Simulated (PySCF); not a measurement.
**Si⁻, Si: electron affinity and excitation energies in x2c-TZVPPall plus 1 even-tempered diffuse shell per l**

Aim: the electron affinity and excitation energy of silicon from differences of total energies, at each level of theory, and how far each lands from the tabulated value where there is one.

Program: PySCF 2.14.0. Level of theory: unrestricted determinants in a Gaussian basis, no spin-orbit coupling in the energies. These are calculated values, not measurements, unless marked.

### 1 What is computed

* Element: silicon (Z = 14)
* Basis: x2c-TZVPPall with one added diffuse shell each of s, p, d type (6s6p4d1f, 51 functions)
* Hamiltonian: scalar relativity by spin-free X2C-1e
* State 1: Si⁻: [Ne] 3s2 3p3, high-spin 4S determinant
* State 2: Si: [Ne] 3s1 3p3, high-spin 5S determinant (an excited configuration)
* State 3: Si: [Ne] 3s1 3p3, 3s spin antiparallel (an excited configuration)
* Needed too, but not shown: Si [Ne] 3s2 3p2 (3P)
* Methods: UHF, LDA, PBE, PBE0, r2SCAN, BP86, LC-wPBE, wB97M-V, BLYP, MP2
* Core shells frozen in the correlated runs: valence: [Ne]; valence and next inner shell: 1s2 (for Si⁻)

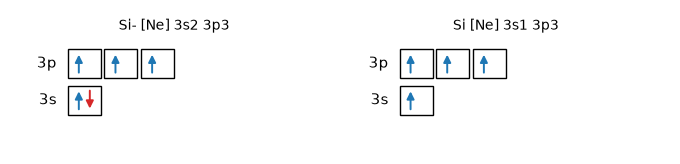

Outer shells as boxes.

One driver process ran all states and methods and kept the integrals in memory. Each run is shown as a PySCF script that sums up its settings (the driver passes frozen orbitals as a list and adds second-order terms of double hybrids); the logs are those of the runs themselves. The driver starts from symmetry-adapted Hartree-Fock orbitals, holds the occupation by maximum overlap and uses a logarithmic radial grid for functionals, so a plain start would take other cycles.

The integrals over 51 functions and the set-up took 0.19 s of CPU time.

### 2 Si⁻: the ladder of methods

Level: UHF.

File input.py:

```python
from pyscf import gto, scf, dft, mp, cc
import basis_set_exchange as bse
mol = gto.M(atom="Si 0 0 0", charge=-1, spin=3, symmetry="D2h",
            basis=gto.basis.parse(bse.get_basis("x2c-TZVPPall", elements=["Si"], fmt="nwchem", augment_diffuse=1)),
            nucmod="G")
mf = scf.UHF(mol).sfx2c1e()
mf.irrep_nelec = {'Ag': (3, 3), 'B1u': (2, 1), 'B2u': (2, 1), 'B3u': (2, 1)}
mf.kernel()
```

The log of the run:

```text
damping factor = 0
level_shift factor = 0
DIIS = <class 'pyscf.scf.diis.CDIIS'>
diis_start_cycle = 1
diis_space = 10
diis_damp = 0
SCF conv_tol = 1e-09
SCF conv_tol_grad = None
number electrons alpha = 9  beta = 6
cycle= 1 E= -289.485400532019  delta_E= -9.14e-09  |g|= 2.88e-05  |ddm|= 0.000233
cycle= 2 E= -289.485400534618  delta_E= -2.6e-09  |g|= 1.59e-05  |ddm|= 0.00012
cycle= 3 E= -289.485400535698  delta_E= -1.08e-09  |g|= 1.45e-06  |ddm|= 0.000138
cycle= 4 E= -289.485400535703  delta_E= -4.66e-12  |g|= 1.42e-07  |ddm|= 1.04e-05
converged SCF energy = -289.485400535703  <S^2> = 3.7508271  2S+1 = 4.0004135
```

It used 1.3 s of CPU time after the integrals (shared host).

The occupied shells:

| shell | electrons | mean orbital energy (eV) | spread (eV) | rms radius (bohr) |
| --- | --- | --- | --- | --- |
| 1s α | 1 | -1870.0 | 0 | 0.129 |
| 1s β | 1 | -1869.7 | 0 | 0.129 |
| 2s α | 1 | -161.35 | 0 | 0.613 |
| 2s β | 1 | -161.04 | 0 | 0.613 |
| 2p α | 3 | -109.10 | 0 | 0.599 |
| 2p β | 3 | -108.46 | 0 | 0.599 |
| 3s α | 1 | -10.945 | 0 | 2.51 |
| 3s β | 1 | -5.614 | 0 | 2.51 |
| 3p α | 3 | -1.676 | 0 | 3.61 |

⟨S²⟩ = 3.751, ⟨L²⟩ = 0.00.

Spin-orbit constants on these orbitals (cm⁻¹; bare nucleus, screened nucleus, mean field): 3p 125.2, 107.3, 96.70.

Level: LDA.

input.py differs from the last one in:

```diff
@@ -5,3 +5,3 @@
             nucmod="G")
-mf = scf.UHF(mol).sfx2c1e()
+mf = dft.UKS(mol, xc="LDA,VWN").sfx2c1e()
 mf.irrep_nelec = {'Ag': (3, 3), 'B1u': (2, 1), 'B2u': (2, 1), 'B3u': (2, 1)}
```

The log of the run:

```text
damping factor = 0
level_shift factor = 0
DIIS = <class 'pyscf.scf.diis.CDIIS'>
diis_start_cycle = 1
diis_space = 10
diis_damp = 0
SCF conv_tol = 1e-09
SCF conv_tol_grad = None
number electrons alpha = 9  beta = 6
XC functionals = LDA,VWN
    P. A. M. Dirac.,  Math. Proc. Cambridge Philos. Soc. 26, 376 (1930)
    F. Bloch.,  Z. Phys. 57, 545 (1929)
    S. H. Vosko, L. Wilk, and M. Nusair.,  Can. J. Phys. 58, 1200 (1980)
cycle= 1 E= -288.86651315953  delta_E= -0.0131  |g|= 0.0364  |ddm|= 0.234
cycle= 2 E= -288.866608683297  delta_E= -9.55e-05  |g|= 0.017  |ddm|= 0.0282
cycle= 3 E= -288.866644952112  delta_E= -3.63e-05  |g|= 0.00196  |ddm|= 0.0147
cycle= 4 E= -288.866649648589  delta_E= -4.7e-06  |g|= 0.000275  |ddm|= 0.00541
cycle= 5 E= -288.866649719857  delta_E= -7.13e-08  |g|= 1.9e-05  |ddm|= 0.000476
cycle= 6 E= -288.866649720454  delta_E= -5.97e-10  |g|= 1.2e-06  |ddm|= 5.42e-05
converged SCF energy = -288.866649720454  <S^2> = 3.7506038  2S+1 = 4.0003019
```

CPU time 0.32 s on a shared host, the integrals not counted.

At LDA the highest occupied level has a positive energy, so only the finite basis holds that electron; in a density functional this comes from self-interaction and does not mean that the real anion is unbound.

Level: PBE.

input.py differs from the last one in:

```diff
@@ -5,3 +5,3 @@
             nucmod="G")
-mf = dft.UKS(mol, xc="LDA,VWN").sfx2c1e()
+mf = dft.UKS(mol, xc="PBE").sfx2c1e()
 mf.irrep_nelec = {'Ag': (3, 3), 'B1u': (2, 1), 'B2u': (2, 1), 'B3u': (2, 1)}
```

The log of the run:

```text
damping factor = 0
level_shift factor = 0
DIIS = <class 'pyscf.scf.diis.CDIIS'>
diis_start_cycle = 1
diis_space = 10
diis_damp = 0
SCF conv_tol = 1e-09
SCF conv_tol_grad = None
number electrons alpha = 9  beta = 6
XC functionals = PBE
    J. P. Perdew, K. Burke, and M. Ernzerhof.,  Phys. Rev. Lett. 77, 3865 (1996)
    J. P. Perdew, K. Burke, and M. Ernzerhof.,  Phys. Rev. Lett. 78, 1396 (1997)
    J. P. Perdew, K. Burke, and M. Ernzerhof.,  Phys. Rev. Lett. 77, 3865 (1996)
    J. P. Perdew, K. Burke, and M. Ernzerhof.,  Phys. Rev. Lett. 78, 1396 (1997)
cycle= 1 E= -289.888783676347  delta_E= -0.0082  |g|= 0.0166  |ddm|= 0.203
cycle= 2 E= -289.888797992673  delta_E= -1.43e-05  |g|= 0.00696  |ddm|= 0.0259
cycle= 3 E= -289.888814186909  delta_E= -1.62e-05  |g|= 0.0031  |ddm|= 0.0201
cycle= 4 E= -289.888826262261  delta_E= -1.21e-05  |g|= 8.15e-05  |ddm|= 0.00799
cycle= 5 E= -289.888826265523  delta_E= -3.26e-09  |g|= 2.55e-05  |ddm|= 0.000307
cycle= 6 E= -289.888826266645  delta_E= -1.12e-09  |g|= 8.84e-07  |ddm|= 7.93e-05
cycle= 7 E= -289.888826266646  delta_E= -1.36e-12  |g|= 1.01e-08  |ddm|= 3.11e-06
converged SCF energy = -289.888826266646  <S^2> = 3.7503919  2S+1 = 4.0001959
```

CPU time 0.56 s on a shared host, the integrals not counted.

At PBE the highest occupied level has a positive energy, so only the finite basis holds that electron; in a density functional this comes from self-interaction and does not mean that the real anion is unbound.

Level: PBE0.

input.py differs from the last one in:

```diff
@@ -5,3 +5,3 @@
             nucmod="G")
-mf = dft.UKS(mol, xc="PBE").sfx2c1e()
+mf = dft.UKS(mol, xc="PBE0").sfx2c1e()
 mf.irrep_nelec = {'Ag': (3, 3), 'B1u': (2, 1), 'B2u': (2, 1), 'B3u': (2, 1)}
```

The log of the run:

```text
damping factor = 0
level_shift factor = 0
DIIS = <class 'pyscf.scf.diis.CDIIS'>
diis_start_cycle = 1
diis_space = 10
diis_damp = 0
SCF conv_tol = 1e-09
SCF conv_tol_grad = None
number electrons alpha = 9  beta = 6
XC functionals = PBE0
    C. Adamo and V. Barone.,  J. Chem. Phys. 110, 6158 (1999)
    M. Ernzerhof and G. E. Scuseria.,  J. Chem. Phys. 110, 5029 (1999)
cycle= 1 E= -289.911680138881  delta_E= -0.00406  |g|= 0.00989  |ddm|= 0.112
cycle= 2 E= -289.911744191091  delta_E= -6.41e-05  |g|= 0.00531  |ddm|= 0.0412
cycle= 3 E= -289.911777884018  delta_E= -3.37e-05  |g|= 0.00208  |ddm|= 0.0164
cycle= 4 E= -289.911779962993  delta_E= -2.08e-06  |g|= 0.000213  |ddm|= 0.00346
cycle= 5 E= -289.911779999442  delta_E= -3.64e-08  |g|= 1.63e-05  |ddm|= 0.000791
cycle= 6 E= -289.911779999875  delta_E= -4.33e-10  |g|= 1.29e-06  |ddm|= 8.54e-05
converged SCF energy = -289.911779999875  <S^2> = 3.7502724  2S+1 = 4.0001362
```

CPU time 0.6 s on a shared host, the integrals not counted.

At PBE0 the highest occupied level has a positive energy, so only the finite basis holds that electron; in a density functional this comes from self-interaction and does not mean that the real anion is unbound.

Level: r2SCAN.

input.py differs from the last one in:

```diff
@@ -5,3 +5,3 @@
             nucmod="G")
-mf = dft.UKS(mol, xc="PBE0").sfx2c1e()
+mf = dft.UKS(mol, xc="R2SCAN").sfx2c1e()
 mf.irrep_nelec = {'Ag': (3, 3), 'B1u': (2, 1), 'B2u': (2, 1), 'B3u': (2, 1)}
```

The log of the run:

```text
damping factor = 0
level_shift factor = 0
DIIS = <class 'pyscf.scf.diis.CDIIS'>
diis_start_cycle = 1
diis_space = 10
diis_damp = 0
SCF conv_tol = 1e-09
SCF conv_tol_grad = None
number electrons alpha = 9  beta = 6
XC functionals = R2SCAN
    J. W. Furness, A. D. Kaplan, J. Ning, J. P. Perdew, and J. Sun.,  J. Phys. Chem. Lett. 11, 8208-8215 (2020)
    J. W. Furness, A. D. Kaplan, J. Ning, J. P. Perdew, and J. Sun.,  J. Phys. Chem. Lett. 11, 9248-9248 (2020)
    J. W. Furness, A. D. Kaplan, J. Ning, J. P. Perdew, and J. Sun.,  J. Phys. Chem. Lett. 11, 8208-8215 (2020)
    J. W. Furness, A. D. Kaplan, J. Ning, J. P. Perdew, and J. Sun.,  J. Phys. Chem. Lett. 11, 9248-9248 (2020)
cycle= 1 E= -290.005516791613  delta_E= -0.00368  |g|= 0.00797  |ddm|= 0.104
cycle= 2 E= -290.005544461093  delta_E= -2.77e-05  |g|= 0.00901  |ddm|= 0.0521
cycle= 3 E= -290.005632177388  delta_E= -8.77e-05  |g|= 0.00119  |ddm|= 0.0185
cycle= 4 E= -290.005633060344  delta_E= -8.83e-07  |g|= 0.000239  |ddm|= 0.00271
cycle= 5 E= -290.005633141669  delta_E= -8.13e-08  |g|= 2.89e-05  |ddm|= 0.00166
cycle= 6 E= -290.005633143074  delta_E= -1.41e-09  |g|= 3.39e-06  |ddm|= 0.000264
cycle= 7 E= -290.0056331431  delta_E= -2.56e-11  |g|= 4.93e-07  |ddm|= 2.97e-05
converged SCF energy = -290.0056331431  <S^2> = 3.7500997  2S+1 = 4.0000499
```

It used 1 s of CPU time after the integrals (shared host).

At r2SCAN the highest occupied level has a positive energy, so only the finite basis holds that electron; in a density functional this comes from self-interaction and does not mean that the real anion is unbound.

Level: BP86.

input.py differs from the last one in:

```diff
@@ -5,3 +5,3 @@
             nucmod="G")
-mf = dft.UKS(mol, xc="R2SCAN").sfx2c1e()
+mf = dft.UKS(mol, xc="B88,P86").sfx2c1e()
 mf.irrep_nelec = {'Ag': (3, 3), 'B1u': (2, 1), 'B2u': (2, 1), 'B3u': (2, 1)}
```

The log of the run:

```text
damping factor = 0
level_shift factor = 0
DIIS = <class 'pyscf.scf.diis.CDIIS'>
diis_start_cycle = 1
diis_space = 10
diis_damp = 0
SCF conv_tol = 1e-09
SCF conv_tol_grad = None
number electrons alpha = 9  beta = 6
XC functionals = B88,P86
    A. D. Becke.,  Phys. Rev. A 38, 3098 (1988)
    J. P. Perdew.,  Phys. Rev. B 33, 8822 (1986)
cycle= 1 E= -290.065720357853  delta_E= -0.00863  |g|= 0.0128  |ddm|= 0.199
cycle= 2 E= -290.065709254885  delta_E= 1.11e-05  |g|= 0.00741  |ddm|= 0.0447
cycle= 3 E= -290.065760461242  delta_E= -5.12e-05  |g|= 0.00558  |ddm|= 0.0316
cycle= 4 E= -290.065790252264  delta_E= -2.98e-05  |g|= 0.000208  |ddm|= 0.0123
cycle= 5 E= -290.065790287529  delta_E= -3.53e-08  |g|= 7.21e-06  |ddm|= 0.000513
cycle= 6 E= -290.065790287612  delta_E= -8.23e-11  |g|= 6.23e-07  |ddm|= 3.18e-05
converged SCF energy = -290.065790287612  <S^2> = 3.7504531  2S+1 = 4.0002265
```

CPU time 0.49 s on a shared host, the integrals not counted.

At BP86 the highest occupied level has a positive energy, so only the finite basis holds that electron; in a density functional this comes from self-interaction and does not mean that the real anion is unbound.

Level: LC-wPBE.

input.py differs from the last one in:

```diff
@@ -5,3 +5,3 @@
             nucmod="G")
-mf = dft.UKS(mol, xc="B88,P86").sfx2c1e()
+mf = dft.UKS(mol, xc="LC_WPBE").sfx2c1e()
 mf.irrep_nelec = {'Ag': (3, 3), 'B1u': (2, 1), 'B2u': (2, 1), 'B3u': (2, 1)}
```

The log of the run:

```text
damping factor = 0
level_shift factor = 0
DIIS = <class 'pyscf.scf.diis.CDIIS'>
diis_start_cycle = 1
diis_space = 10
diis_damp = 0
SCF conv_tol = 1e-09
SCF conv_tol_grad = None
number electrons alpha = 9  beta = 6
XC functionals = LC_WPBE
    O. A. Vydrov and G. E. Scuseria.,  J. Chem. Phys. 125, 234109 (2006)
cycle= 1 E= -289.933336701782  delta_E= -0.00673  |g|= 0.0169  |ddm|= 0.0919
cycle= 2 E= -289.933378095082  delta_E= -4.14e-05  |g|= 0.00394  |ddm|= 0.0133
cycle= 3 E= -289.933381228206  delta_E= -3.13e-06  |g|= 0.000991  |ddm|= 0.00353
cycle= 4 E= -289.933381727608  delta_E= -4.99e-07  |g|= 0.00018  |ddm|= 0.00145
cycle= 5 E= -289.933381811759  delta_E= -8.42e-08  |g|= 3.01e-05  |ddm|= 0.000947
cycle= 6 E= -289.933381815032  delta_E= -3.27e-09  |g|= 8.72e-06  |ddm|= 0.000185
cycle= 7 E= -289.933381815312  delta_E= -2.8e-10  |g|= 9.64e-07  |ddm|= 7.24e-05
converged SCF energy = -289.933381815312  <S^2> = 3.7517111  2S+1 = 4.0008555
```

CPU time 0.98 s on a shared host, the integrals not counted.

Level: wB97M-V.

input.py differs from the last one in:

```diff
@@ -5,3 +5,3 @@
             nucmod="G")
-mf = dft.UKS(mol, xc="LC_WPBE").sfx2c1e()
+mf = dft.UKS(mol, xc="WB97M_V").sfx2c1e()
 mf.irrep_nelec = {'Ag': (3, 3), 'B1u': (2, 1), 'B2u': (2, 1), 'B3u': (2, 1)}
```

The log of the run:

```text
damping factor = 0
level_shift factor = 0
DIIS = <class 'pyscf.scf.diis.CDIIS'>
diis_start_cycle = 1
diis_space = 10
diis_damp = 0
SCF conv_tol = 1e-09
SCF conv_tol_grad = None
number electrons alpha = 9  beta = 6
XC functionals = WB97M_V
    N. Mardirossian and M. Head-Gordon.,  J. Chem. Phys. 144, 214110 (2016)
NLC functional = WB97M_V
cycle= 1 E= -290.003321623923  delta_E= -0.00438  |g|= 0.0135  |ddm|= 0.164
cycle= 2 E= -290.003481506158  delta_E= -0.00016  |g|= 0.00324  |ddm|= 0.0383
cycle= 3 E= -290.003501671095  delta_E= -2.02e-05  |g|= 0.00118  |ddm|= 0.0138
cycle= 4 E= -290.003507602189  delta_E= -5.93e-06  |g|= 0.000432  |ddm|= 0.00893
cycle= 5 E= -290.003508433304  delta_E= -8.31e-07  |g|= 7.2e-05  |ddm|= 0.00433
cycle= 6 E= -290.003508448633  delta_E= -1.53e-08  |g|= 7.49e-06  |ddm|= 0.000579
cycle= 7 E= -290.00350844876  delta_E= -1.27e-10  |g|= 6.79e-07  |ddm|= 5.7e-05
converged SCF energy = -290.00350844876  <S^2> = 3.7512455  2S+1 = 4.0006227
```

CPU time 1.9 s on a shared host, the integrals not counted.

Level: BLYP.

input.py differs from the last one in:

```diff
@@ -5,3 +5,3 @@
             nucmod="G")
-mf = dft.UKS(mol, xc="WB97M_V").sfx2c1e()
+mf = dft.UKS(mol, xc="BLYP").sfx2c1e()
 mf.irrep_nelec = {'Ag': (3, 3), 'B1u': (2, 1), 'B2u': (2, 1), 'B3u': (2, 1)}
```

The log of the run:

```text
damping factor = 0
level_shift factor = 0
DIIS = <class 'pyscf.scf.diis.CDIIS'>
diis_start_cycle = 1
diis_space = 10
diis_damp = 0
SCF conv_tol = 1e-09
SCF conv_tol_grad = None
number electrons alpha = 9  beta = 6
XC functionals = BLYP
    A. D. Becke.,  Phys. Rev. A 38, 3098 (1988)
    C. Lee, W. Yang, and R. G. Parr.,  Phys. Rev. B 37, 785 (1988)
    B. Miehlich, A. Savin, H. Stoll, and H. Preuss.,  Chem. Phys. Lett. 157, 200 (1989)
cycle= 1 E= -290.03530825277  delta_E= -0.0117  |g|= 0.0112  |ddm|= 0.278
cycle= 2 E= -290.035313003202  delta_E= -4.75e-06  |g|= 0.00479  |ddm|= 0.0282
cycle= 3 E= -290.035319260341  delta_E= -6.26e-06  |g|= 0.00394  |ddm|= 0.021
cycle= 4 E= -290.035338356449  delta_E= -1.91e-05  |g|= 0.000164  |ddm|= 0.00949
cycle= 5 E= -290.035338382718  delta_E= -2.63e-08  |g|= 4.68e-05  |ddm|= 0.00067
cycle= 6 E= -290.035338386464  delta_E= -3.75e-09  |g|= 9.23e-07  |ddm|= 0.000139
cycle= 7 E= -290.035338386465  delta_E= -1.42e-12  |g|= 3.18e-08  |ddm|= 3.4e-06
converged SCF energy = -290.035338386465  <S^2> = 3.7505063  2S+1 = 4.0002531
```

CPU time 0.59 s on a shared host, the integrals not counted.

At BLYP the highest occupied level has a positive energy, so only the finite basis holds that electron; in a density functional this comes from self-interaction and does not mean that the real anion is unbound.

### 3 Si⁻, continued

Level: MP2 (valence).

Changes to input.py since step 2:

```diff
@@ -5,4 +5,5 @@
             nucmod="G")
-mf = dft.UKS(mol, xc="BLYP").sfx2c1e()
+mf = scf.UHF(mol).sfx2c1e()
 mf.irrep_nelec = {'Ag': (3, 3), 'B1u': (2, 1), 'B2u': (2, 1), 'B3u': (2, 1)}
 mf.kernel()
+mp.UMP2(mf, frozen=5).kernel()
```

No log was kept for this step.

CPU time 0.09 s on a shared host, the integrals not counted.

With 5 electrons correlated, the MP2 correlation energy is -0.07502 hartree (-0.02165 same spin, -0.05337 opposite spin); the SCS form gives -0.07126. Largest pairs of shells: 3s-3p -0.0463, 3p-3p -0.0165, 3s-3s -0.0122.

Level: MP2 (valence and next inner shell).

input.py differs from the last one in:

```diff
@@ -8,2 +8,2 @@
 mf.kernel()
-mp.UMP2(mf, frozen=5).kernel()
+mp.UMP2(mf, frozen=1).kernel()
```

No log was kept for this step.

CPU time 0.12 s on a shared host, the integrals not counted.

With 13 electrons correlated, the MP2 correlation energy is -0.22893 hartree (-0.06782 same spin, -0.16111 opposite spin); the SCS form gives -0.21594. Largest pairs of shells: 2p-2p -0.1013, 3s-3p -0.0463, 2s-2p -0.0243, 3p-3p -0.0165, 2p-3s -0.0129.

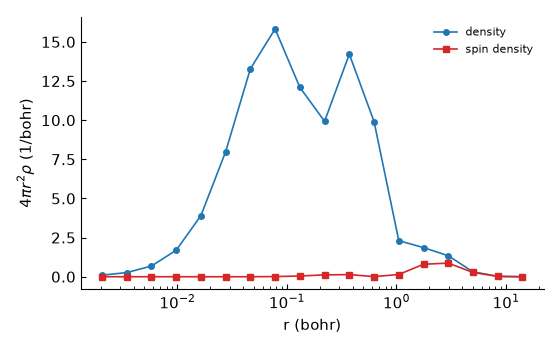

Radial density 4πr²ρ of Si⁻ at UHF, at 18 stored radii joined by straight lines.

(Part 1 of 3 ends here.)
